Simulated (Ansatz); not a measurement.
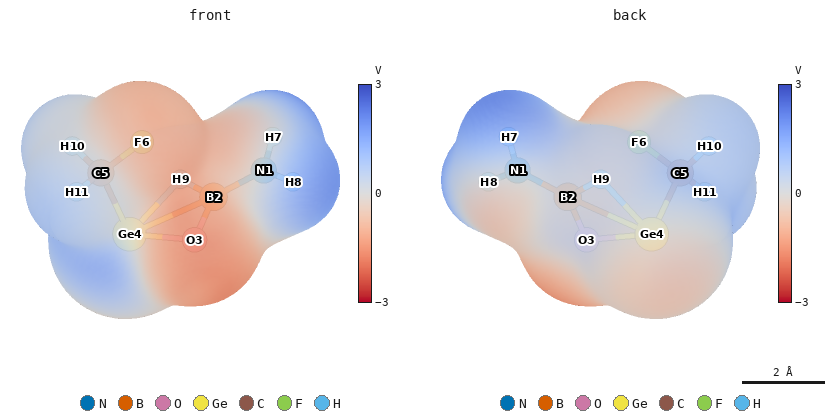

Figure 1: CH5BFGeNO. The electrostatic potential painted on the density surface at 0.002 e/bohr³, seen from the front and from behind; the colour scale runs from red (negative) to blue (positive).

The calculation used RKS LDA/def2-SVP (Ansatz 0.2.0).

Input

```
crystal:
  periodic: [false, false, false]
  atoms:
    - { symbol: "N", position_ang: [-2.309, -0.085, 0.4391] }
    - { symbol: B, position_ang: [-1.3204, 0.4823, -0.5476] }
    - { symbol: O, position_ang: [-0.4728, 1.5769, -0.9567] }
    - { symbol: Ge, position_ang: [0.7364, 0.2506, -1.1806] }
    - { symbol: C, position_ang: [1.6941, -0.2759, 0.3748] }
    - { symbol: F, position_ang: [1.1275, -1.3728, 0.9707] }
    - { symbol: H, position_ang: [-1.8818, -0.8203, 0.9578] }
    - { symbol: H, position_ang: [-2.5007, 0.7417, 1.1083] }
    - { symbol: H, position_ang: [-2.13757, -0.16121, -1.08336] }
    - { symbol: H, position_ang: [2.7377, -0.4935, 0.1149] }
    - { symbol: H, position_ang: [1.6802, 0.5669, 1.1437] }
basis:
  gaussian: { orbitals: def2-SVP }
hamiltonian:
  xc: lda
relax:
  f_tol: 0.02
  max_steps: 50
output:
  orbitals: {}
```

Run with:

```sh
ansatz run input.yaml --threads 2 --pin off --max-ram 3072MiB --backend cpu --events-out ev --progress --plain --runs-dir out
```

The fields are those of the relaxed geometry.

Question: Describe the electrostatic potential map.

Answer: The most negative region (about −1.6 V) lies over O3, the most positive (about +2.0 V) over H7. O3 is the likeliest acceptor of a hydrogen bond.
